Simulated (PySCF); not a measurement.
# Single-point calculation of PO

System: PO, multiplicity 2.
Method: ROHF/6-311g**, casci (PySCF 2.14.0).

Some settings of this run were made unusual or wrong on purpose.

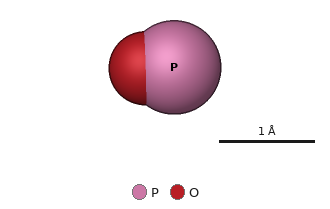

Figure 1. The structure (ball-and-stick view, seen at an oblique angle). Bond lengths as drawn: O–P 0.30 Å.

What the run reported

- outcome: converged
- SCF energy: −369.230834 hartree
- dipole moment: 3.97 D
- hardware: 1 CPU thread, shared host
- wall time: 0.83 s

Diagnosis

Some settings of this run were drawn to be unusual or wrong. It converged; results that depend on the unusual settings are not reference values.

The input
```python
from pyscf import gto, scf, mcscf

mol = gto.M(
    atom='P 0 0 0; O 0 0 0.3',
    basis='6-311g**',
    charge=0,
    spin=1,
    verbose=4,
)
mf = scf.ROHF(mol)
mf.kernel()
mc = mcscf.CASCI(mf, 6, 5)
mc.kernel()
mc.analyze()
mf.dip_moment()
print('orbital energies (hartree):', mf.mo_energy[..., max(0, mol.nelec[1]-3):mol.nelec[0]+3].round(4))
```

Launched with:
```bash
OMP_NUM_THREADS=1 python input.py
```

The program's output
```
PySCF version 2.14.0

[INPUT] verbose = 4
[INPUT] num. atoms = 2
[INPUT] num. electrons = 23
[INPUT] charge = 0
[INPUT] spin (= nelec alpha-beta = 2S) = 1
[INPUT] symmetry False subgroup None
[INPUT] Mole.unit = angstrom
[INPUT] Symbol           X                Y                Z      unit          X                Y                Z       unit  Magmom
[INPUT]  1 P      0.000000000000   0.000000000000   0.000000000000 AA    0.000000000000   0.000000000000   0.000000000000 Bohr   0.0
[INPUT]  2 O      0.000000000000   0.000000000000   0.300000000000 AA    0.000000000000   0.000000000000   0.566917837370 Bohr   0.0

nuclear repulsion = 211.670884368
number of shells = 20
number of NR pGTOs = 76
number of NR cGTOs = 44
basis = 6-311g**
ecp = {}

******** <class 'pyscf.scf.rohf.ROHF'> ********
method = ROHF
initial guess = minao
damping factor = 0
level_shift factor = 0
DIIS = <class 'pyscf.scf.diis.CDIIS'>
diis_start_cycle = 1
diis_space = 8
diis_damp = 0
SCF conv_tol = 1e-09
SCF conv_tol_grad = None
SCF max_cycles = 50
direct_scf = True
direct_scf_tol = 1e-13
num. doubly occ = 11  num. singly occ = 1
Set gradient conv threshold to 3.16228e-05
init E= -398.886000426633
  HOMO = -0.356641884784372  LUMO = -0.014360232012649  gap/eV = 9.31396
cycle= 1 E= -368.855768044165  delta_E=   30  |g|= 2.18  |ddm|= 5.17
  HOMO = 0.0218944688812002  LUMO = 0.119630103042567  gap/eV = 2.65952
cycle= 2 E= -369.125751148732  delta_E= -0.27  |g|= 1.01  |ddm|= 2.34
  HOMO = -0.166849225733458  LUMO = 0.0772898742016395  gap/eV = 6.64336
cycle= 3 E= -369.227842730698  delta_E= -0.102  |g|= 0.135  |ddm|= 0.878
  HOMO = -0.120661892071865  LUMO = 0.0815502725567399  gap/eV = 5.50247
cycle= 4 E= -369.230654415893  delta_E= -0.00281  |g|= 0.0246  |ddm|= 0.15
  HOMO = -0.128331918917937  LUMO = 0.0810049396352497  gap/eV = 5.69635
cycle= 5 E= -369.230811585664  delta_E= -0.000157  |g|= 0.00534  |ddm|= 0.032
  HOMO = -0.128957889105536  LUMO = 0.0805022085606595  gap/eV = 5.69970
cycle= 6 E= -369.230833016023  delta_E= -2.14e-05  |g|= 0.00112  |ddm|= 0.0132
  HOMO = -0.129212765944203  LUMO = 0.080413614328549  gap/eV = 5.70422
cycle= 7 E= -369.230833905422  delta_E= -8.89e-07  |g|= 0.000179  |ddm|= 0.00303
  HOMO = -0.129227118700868  LUMO = 0.0804088880607026  gap/eV = 5.70449
cycle= 8 E= -369.230833930556  delta_E= -2.51e-08  |g|= 3.77e-05  |ddm|= 0.000707
  HOMO = -0.129231596373359  LUMO = 0.0804050918145123  gap/eV = 5.70450
cycle= 9 E= -369.230833931601  delta_E= -1.04e-09  |g|= 4.98e-06  |ddm|= 0.000187
  HOMO = -0.129233054882093  LUMO = 0.0804047981361578  gap/eV = 5.70454
cycle= 10 E= -369.230833931615  delta_E= -1.46e-11  |g|= 7.31e-07  |ddm|= 2.25e-05
  HOMO = -0.129232701868204  LUMO = 0.0804048654531897  gap/eV = 5.70453
```

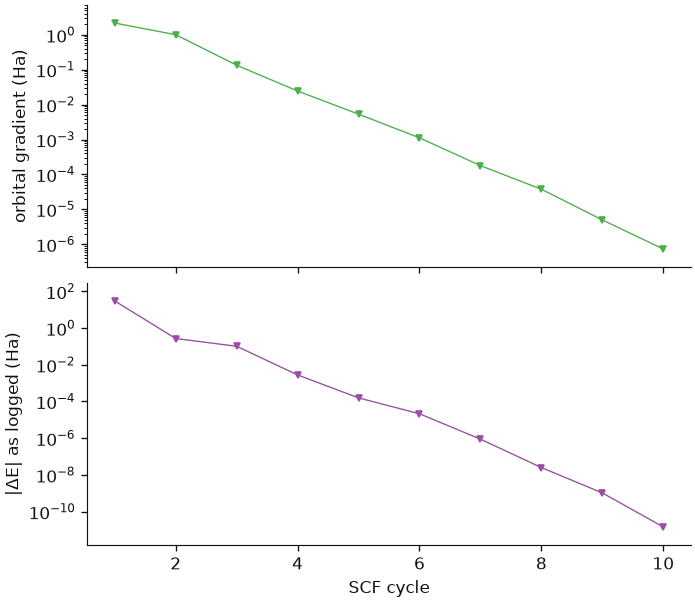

Figure 2. Convergence of the self-consistent field: orbital gradient and size of the energy change against the SCF cycle. The residual falls at every step.

```
Extra cycle  E= -369.230833931615  delta_E= -1.14e-13  |g|= 3.34e-07  |ddm|= 1.65e-06
converged SCF energy = -369.230833931615

******** <class 'pyscf.mcscf.casci.CASCI'> ********
CAS (3e+2e, 6o), ncore = 9, nvir = 29
natorb = False
canonicalization = True
sorting_mo_energy = False
******** <class 'pyscf.fci.direct_spin1.FCISolver'> ********
max. cycles = 200
conv_tol = 1e-08
davidson only = False
linear dependence = 1e-12
level shift = 0.001
max iter space = 12
nroots = 1
pspace_size = 400
spin = None
Density matrix diagonal elements [1.99628504e+00 1.98275954e+00 9.97132758e-01 7.09009857e-04
 6.17160986e-03 1.69420446e-02]
CASCI converged
CASCI E = -369.240272249237  E(CI) = -6.78132524399950  S^2 = 0.7500000
Natural occ [1.99629255e+00 1.98333282e+00 9.97439543e-01 1.63687640e-02
 5.86482451e-03 7.01498965e-04]
Natural orbital (expansion on meta-Lowdin AOs) in CAS space
               #1        #2        #3        #4        #5
0 P 1s           0.01609  -0.00000  -0.00000   0.00000   0.00000
0 P 2s           0.18345  -0.00000  -0.00000   0.00000   0.00000
0 P 3s           0.79088  -0.00000   0.00000   0.00000   0.00000
0 P 4s          -0.02136   0.00000  -0.00000   0.00000   0.00000
0 P 5s          -0.01052   0.00000  -0.00000  -0.00000  -0.00000
0 P 6s           0.00598   0.00000  -0.00000  -0.00000  -0.00000
0 P 2px          0.00000   0.09002  -0.01455   0.04669  -0.00609
0 P 2py          0.00000   0.01369   0.09567   0.00710   0.04006
0 P 2pz          0.05703  -0.00000   0.00000   0.00000  -0.00000
0 P 3px         -0.00000  -0.94904   0.14137   0.11477  -0.02771
0 P 3py         -0.00000  -0.14437  -0.92931   0.01746   0.18214
0 P 3pz         -0.43096   0.00000   0.00000   0.00000  -0.00000
0 P 4px         -0.00000   0.11433  -0.02700   0.83156  -0.12512
0 P 4py          0.00000   0.01739   0.17751   0.12650   0.82250
0 P 4pz          0.06091  -0.00000  -0.00000  -0.00000  -0.00000
0 P 5px          0.00000  -0.10479   0.01570   0.14080  -0.02257
0 P 5py          0.00000  -0.01594  -0.10323   0.02142   0.14837
0 P 5pz         -0.02653  -0.00000   0.00000   0.00000  -0.00000
0 P 6px          0.00000   0.10055  -0.01373  -0.23203   0.03635
0 P 6py         -0.00000   0.01530   0.09024  -0.03530  -0.23898
0 P 6pz          0.04642   0.00000  -0.00000  -0.00000   0.00000
0 P 3dxy        -0.00034   0.00000   0.00000   0.00000  -0.00000
0 P 3dyz        -0.00000  -0.01627  -0.13359  -0.04667  -0.29947
0 P 3dz^2       -0.00748   0.00000  -0.00000  -0.00000   0.00000
0 P 3dxz         0.00000  -0.10693   0.02032  -0.30681   0.04556
0 P 3dx2-y2     -0.00109  -0.00000  -0.00000  -0.00000  -0.00000
1 O 1s           0.02746  -0.00000  -0.00000  -0.00000   0.00000
1 O 2s           0.04714   0.00000  -0.00000  -0.00000  -0.00000
1 O 3s          -0.01092  -0.00000   0.00000   0.00000   0.00000
1 O 4s          -0.00655  -0.00000   0.00000   0.00000   0.00000
1 O 2px          0.00000  -0.11531   0.02267   0.11918  -0.01814
1 O 2py         -0.00000  -0.01754  -0.14903   0.01813   0.11922
1 O 2pz          0.37044   0.00000  -0.00000   0.00000  -0.00000
1 O 3px         -0.00000   0.03319  -0.00521   0.05047  -0.00808
1 O 3py          0.00000   0.00505   0.03426   0.00768   0.05314
1 O 3pz         -0.00924  -0.00000   0.00000  -0.00000   0.00000
1 O 4px         -0.00000   0.05928  -0.01149   0.21385  -0.03126
1 O 4py         -0.00000   0.00902   0.07554   0.03253   0.20552
1 O 4pz          0.02836   0.00000   0.00000   0.00000  -0.00000
1 O 3dxy         0.00002  -0.00000  -0.00000   0.00000  -0.00000
1 O 3dyz        -0.00000  -0.01085  -0.08581  -0.03053  -0.19496
1 O 3dz^2       -0.05611   0.00000   0.00000   0.00000   0.00000
1 O 3dxz         0.00000  -0.07133   0.01305  -0.20067   0.02966
1 O 3dx2-y2      0.00008   0.00000   0.00000  -0.00000   0.00000
               #6
0 P 1s           0.00465
0 P 2s           0.03796
0 P 3s           0.38637
0 P 4s           0.05729
0 P 5s          -0.10617
0 P 6s          -0.13545
0 P 2px         -0.00000
0 P 2py         -0.00000
0 P 2pz          0.02931
0 P 3px         -0.00000
0 P 3py         -0.00000
0 P 3pz          0.64216
0 P 4px         -0.00000
0 P 4py         -0.00000
0 P 4pz          0.37807
0 P 5px         -0.00000
0 P 5py         -0.00000
0 P 5pz          0.13820
0 P 6px          0.00000
0 P 6py          0.00000
0 P 6pz         -0.15199
0 P 3dxy        -0.00076
0 P 3dyz         0.00000
0 P 3dz^2       -0.14938
0 P 3dxz         0.00000
0 P 3dx2-y2     -0.00244
1 O 1s           0.00489
1 O 2s          -0.37144
1 O 3s           0.20051
1 O 4s           0.02491
1 O 2px         -0.00000
1 O 2py         -0.00000
1 O 2pz         -0.09392
1 O 3px          0.00000
1 O 3py         -0.00000
1 O 3pz          0.04023
1 O 4px         -0.00000
1 O 4py         -0.00000
1 O 4pz          0.05393
1 O 3dxy        -0.00043
1 O 3dyz         0.00000
1 O 3dz^2       -0.05916
1 O 3dxz         0.00000
1 O 3dx2-y2     -0.00138
<mo_coeff-mcscf|mo_coeff-hf>  1      1        1.00000000
<mo_coeff-mcscf|mo_coeff-hf>  2      2        1.00000000
<mo_coeff-mcscf|mo_coeff-hf>  3      3        0.99999994
<mo_coeff-mcscf|mo_coeff-hf>  4      4        0.99999997
<mo_coeff-mcscf|mo_coeff-hf>  5      5        0.99999997
<mo_coeff-mcscf|mo_coeff-hf>  6      6        0.99999991
<mo_coeff-mcscf|mo_coeff-hf>  7      7        0.99999996
<mo_coeff-mcscf|mo_coeff-hf>  8      8        0.99999997
<mo_coeff-mcscf|mo_coeff-hf>  9      9        0.99999997
<mo_coeff-mcscf|mo_coeff-hf>  10     10       1.00000000
<mo_coeff-mcscf|mo_coeff-hf>  11     11       1.00000000
<mo_coeff-mcscf|mo_coeff-hf>  12     12       1.00000000
<mo_coeff-mcscf|mo_coeff-hf>  13     13       1.00000000
<mo_coeff-mcscf|mo_coeff-hf>  14     14       1.00000000
<mo_coeff-mcscf|mo_coeff-hf>  15     15       1.00000000
<mo_coeff-mcscf|mo_coeff-hf>  16     16       0.99999319
<mo_coeff-mcscf|mo_coeff-hf>  17     17       0.99995191
<mo_coeff-mcscf|mo_coeff-hf>  18     18       0.99999709
<mo_coeff-mcscf|mo_coeff-hf>  19     19       0.99999731
<mo_coeff-mcscf|mo_coeff-hf>  20     20       0.85428262
<mo_coeff-mcscf|mo_coeff-hf>  20     22      -0.51978941
<mo_coeff-mcscf|mo_coeff-hf>  21     21       0.99999967
<mo_coeff-mcscf|mo_coeff-hf>  22     20       0.51975049
<mo_coeff-mcscf|mo_coeff-hf>  22     22       0.85428323
<mo_coeff-mcscf|mo_coeff-hf>  23     23       0.99998576
<mo_coeff-mcscf|mo_coeff-hf>  24     24       0.99999927
<mo_coeff-mcscf|mo_coeff-hf>  25     25       0.99999932
<mo_coeff-mcscf|mo_coeff-hf>  26     26       0.99998779
<mo_coeff-mcscf|mo_coeff-hf>  27     27       0.99999744
<mo_coeff-mcscf|mo_coeff-hf>  28     28       0.99999762
<mo_coeff-mcscf|mo_coeff-hf>  29     29       0.99999740
<mo_coeff-mcscf|mo_coeff-hf>  30     30       0.99999967
<mo_coeff-mcscf|mo_coeff-hf>  31     31       0.99999425
<mo_coeff-mcscf|mo_coeff-hf>  32     32       0.99999035
<mo_coeff-mcscf|mo_coeff-hf>  33     33       0.99999945
<mo_coeff-mcscf|mo_coeff-hf>  34     34       0.99999926
<mo_coeff-mcscf|mo_coeff-hf>  35     35       0.99999941
<mo_coeff-mcscf|mo_coeff-hf>  36     36       0.99999949
<mo_coeff-mcscf|mo_coeff-hf>  37     37       0.99999940
<mo_coeff-mcscf|mo_coeff-hf>  38     38       0.99999973
<mo_coeff-mcscf|mo_coeff-hf>  39     39       0.99999972
<mo_coeff-mcscf|mo_coeff-hf>  40     40       0.99999991
<mo_coeff-mcscf|mo_coeff-hf>  41     41       0.99999997
<mo_coeff-mcscf|mo_coeff-hf>  42     42       0.99999997
<mo_coeff-mcscf|mo_coeff-hf>  43     43       1.00000000
<mo_coeff-mcscf|mo_coeff-hf>  44     44       1.00000000
** Largest CI components **
  [alpha occ-orbitals] [beta occ-orbitals]            CI coefficient
  [0 1 2]              [0 1]                           0.992910394562
 ** Mulliken pop on meta-lowdin orthogonal AOs  **
 ** Mulliken pop  **
pop of  0 P 1s            1.99974
pop of  0 P 2s            1.98648
pop of  0 P 3s            1.47149
pop of  0 P 4s            0.00256
pop of  0 P 5s            0.00852
pop of  0 P 6s            0.01371
pop of  0 P 2px           1.96242
pop of  0 P 2py           1.95499
pop of  0 P 2pz           1.93577
pop of  0 P 3px           1.85699
pop of  0 P 3py           0.97903
pop of  0 P 3pz           0.44915
pop of  0 P 4px           0.06111
pop of  0 P 4py           0.05446
pop of  0 P 4pz           0.01121
pop of  0 P 5px           0.02383
pop of  0 P 5py           0.01261
pop of  0 P 5pz           0.00544
pop of  0 P 6px           0.02832
pop of  0 P 6py           0.01576
pop of  0 P 6pz           0.05786
pop of  0 P 3dxy          0.00000
pop of  0 P 3dyz          0.01998
pop of  0 P 3dz^2         0.01537
pop of  0 P 3dxz          0.02592
pop of  0 P 3dx2-y2       0.00001
pop of  1 O 1s            1.99521
pop of  1 O 2s            1.21451
pop of  1 O 3s            0.00454
pop of  1 O 4s            0.01495
pop of  1 O 2px           1.93186
pop of  1 O 2py           1.91332
pop of  1 O 2pz           0.68962
pop of  1 O 3px           0.01933
pop of  1 O 3py           0.01761
pop of  1 O 3pz           0.01215
pop of  1 O 4px           0.05410
pop of  1 O 4py           0.04849
pop of  1 O 4pz           0.06989
pop of  1 O 3dxy          0.00000
pop of  1 O 3dyz          0.00958
pop of  1 O 3dz^2         0.03877
pop of  1 O 3dxz          0.01329
pop of  1 O 3dx2-y2       0.00002
 ** Mulliken atomic charges  **
charge of    0P =      0.04724
charge of    1O =     -0.04724
Mulliken spin population analysis on meta-Lowdin AOs:
 ** Mulliken pop on meta-lowdin orthogonal AOs  **
 ** Mulliken pop  **
pop of  0 P 1s            0.00000
pop of  0 P 2s            0.00003
pop of  0 P 3s            0.00124
pop of  0 P 4s           -0.00000
pop of  0 P 5s            0.00000
pop of  0 P 6s           -0.00000
pop of  0 P 2px           0.00055
pop of  0 P 2py           0.00908
pop of  0 P 2pz           0.00001
pop of  0 P 3px           0.01376
pop of  0 P 3py           0.85736
pop of  0 P 3pz          -0.00110
pop of  0 P 4px           0.00827
pop of  0 P 4py           0.03444
pop of  0 P 4pz           0.00009
pop of  0 P 5px          -0.00083
pop of  0 P 5py           0.01072
pop of  0 P 5pz          -0.00002
pop of  0 P 6px          -0.00152
pop of  0 P 6py           0.00842
pop of  0 P 6pz          -0.00003
pop of  0 P 3dxy          0.00000
pop of  0 P 3dyz          0.01808
pop of  0 P 3dz^2         0.00000
pop of  0 P 3dxz          0.00296
pop of  0 P 3dx2-y2       0.00000
pop of  1 O 1s            0.00000
pop of  1 O 2s           -0.00007
pop of  1 O 3s           -0.00001
pop of  1 O 4s           -0.00000
pop of  1 O 2px          -0.00049
pop of  1 O 2py           0.02215
pop of  1 O 2pz          -0.00013
pop of  1 O 3px           0.00016
pop of  1 O 3py           0.00118
pop of  1 O 3pz          -0.00000
pop of  1 O 4px           0.00112
pop of  1 O 4py           0.00585
pop of  1 O 4pz           0.00001
pop of  1 O 3dxy         -0.00000
pop of  1 O 3dyz          0.00747
pop of  1 O 3dz^2         0.00001
pop of  1 O 3dxz          0.00128
pop of  1 O 3dx2-y2      -0.00000
 ** Mulliken atomic charges  **
charge of    0P =     14.03851
charge of    1O =      7.96149
spop of 0 P 1s          0.00000
spop of 0 P 2s          0.00003
spop of 0 P 3s          0.00124
spop of 0 P 4s         -0.00000
spop of 0 P 5s          0.00000
spop of 0 P 6s         -0.00000
spop of 0 P 2px         0.00055
spop of 0 P 2py         0.00908
spop of 0 P 2pz         0.00001
spop of 0 P 3px         0.01376
spop of 0 P 3py         0.85736
spop of 0 P 3pz        -0.00110
spop of 0 P 4px         0.00827
spop of 0 P 4py         0.03444
spop of 0 P 4pz         0.00009
spop of 0 P 5px        -0.00083
spop of 0 P 5py         0.01072
spop of 0 P 5pz        -0.00002
spop of 0 P 6px        -0.00152
spop of 0 P 6py         0.00842
spop of 0 P 6pz        -0.00003
spop of 0 P 3dxy        0.00000
spop of 0 P 3dyz        0.01808
spop of 0 P 3dz^2       0.00000
spop of 0 P 3dxz        0.00296
spop of 0 P 3dx2-y2     0.00000
spop of 1 O 1s          0.00000
spop of 1 O 2s         -0.00007
spop of 1 O 3s         -0.00001
spop of 1 O 4s         -0.00000
spop of 1 O 2px        -0.00049
spop of 1 O 2py         0.02215
spop of 1 O 2pz        -0.00013
spop of 1 O 3px         0.00016
spop of 1 O 3py         0.00118
spop of 1 O 3pz        -0.00000
spop of 1 O 4px         0.00112
spop of 1 O 4py         0.00585
spop of 1 O 4pz         0.00001
spop of 1 O 3dxy       -0.00000
spop of 1 O 3dyz        0.00747
spop of 1 O 3dz^2       0.00001
spop of 1 O 3dxz        0.00128
spop of 1 O 3dx2-y2    -0.00000
Mulliken atomic spins:
spin of  0P =      0.96149
spin of  1O =      0.03851
Dipole moment(X, Y, Z, Debye):  0.00000, -0.00000,  3.97069
orbital energies (hartree): [-1.1518 -0.6331 -0.3105 -0.1292  0.0804  0.2413  0.2485]
```
